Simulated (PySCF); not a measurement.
C₄H₈, triplet, SMILES `[CH2]CC[CH2]`.

Method: r2SCAN/cc-pVTZ; geometry: GFN2-xTB; program: PySCF. No frequency check shows the geometry to be a minimum. The stability of the open-shell solution wasn't checked. GFN2-xTB doesn't know the spin state, so this open-shell geometry is rough.

Geometry (Å), atoms numbered from 1:

```
C1      -1.5057   -0.5916    0.1773
C2      -0.7163    0.5678   -0.2722
C3       0.7094    0.5715    0.2798
C4       1.5096   -0.5769   -0.1784
H5      -2.5102   -0.7272   -0.1734
H6      -1.0849   -1.3186    0.8420
H7      -0.6799    0.5921   -1.3718
H8      -1.2219    1.5016    0.0195
H9       1.2007    1.5142   -0.0146
H10      0.6788    0.5899    1.3772
H11      2.4527   -0.7963    0.2826
H12      1.1829   -1.1807   -1.0009
```

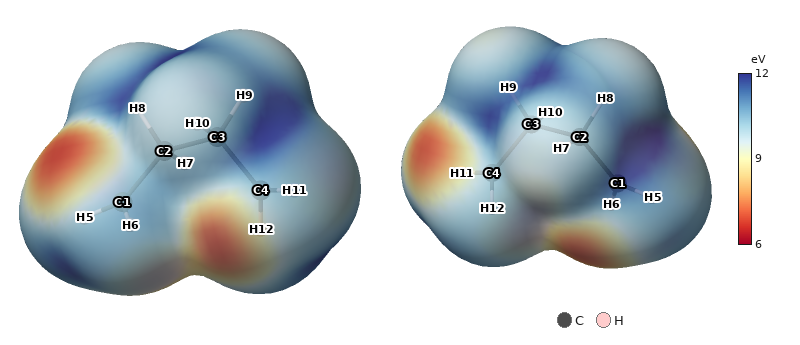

Average local ionisation energy on the surface of electron density 0.001 a.u. (back view left, front view right).

**Where are the most loosely bound electrons on this surface?**

The lowest value is 6.8 eV, over C4, off the plane of its three bonds (2.0 Å). Further minima include 9.5 eV, 1.4 Å from H9. For comparison, the highest occupied orbital lies at −4.7 eV.
